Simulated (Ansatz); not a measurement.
## InSe: pressure series

Take InSe in the beta-GaS type structure (space group P6_3/mmc, No. 194; layered, stacked along the Cartesian z axis) as the base.

```xyz
8
Lattice="3.9529 0.0000 0.0000 -1.9765 3.4233 0.0000 0.0000 0.0000 16.3089" Properties=species:S:1:pos:R:3 pbc="T T T"
In     0.0000     2.2822    10.8569
In     1.9765     1.1411     2.7024
In     1.9765     1.1411     5.4520
In     0.0000     2.2822    13.6064
Se     0.0000     2.2822     1.4086
Se     1.9765     1.1411     9.5631
Se     1.9765     1.1411    14.9002
Se     0.0000     2.2822     6.7458
```

Cell and atoms are relaxed at each pressure.

Level of theory: PBEsol-D3(BJ) (Ansatz, a program for electronic structure, PAW, no spin-orbit coupling).

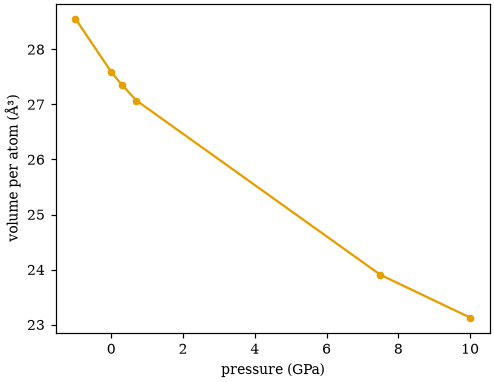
*Volume per atom against pressure*

Problem. From the plot, what is the volume per atom for pressure 0.3 GPa?

Solution. About 27.4 Å³.

Problem. Is the trend monotonic over the range shown?

Solution. Yes, it falls throughout, spanning 23.13 Å³ to 28.56 Å³.

Load acts through the strain it causes; cell and atoms are relaxed under it. Stability against distortions was not tested. No other phases were tried under pressure.
